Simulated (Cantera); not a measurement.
Feed: 1 mol SiCl4, 4.7 mol N2, held at 310 Pa.

These are equilibrium values from Cantera (NASA tables, ideal gas, pure condensed phases), not measurements of a reactor. Candidate condensed phases: Si, Si3N4; 13 gas species. The tables' values for SiCl3 are old estimates; treat these amounts as uncertain. Rates play no part.

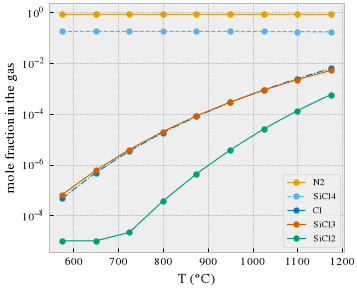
Fig. 1. Equilibrium gas composition (values under 1e-9 drawn at 1e-9)

From 575 °C to 1175 °C nothing is condensed. The main Si-bearing gas is SiCl4 throughout.
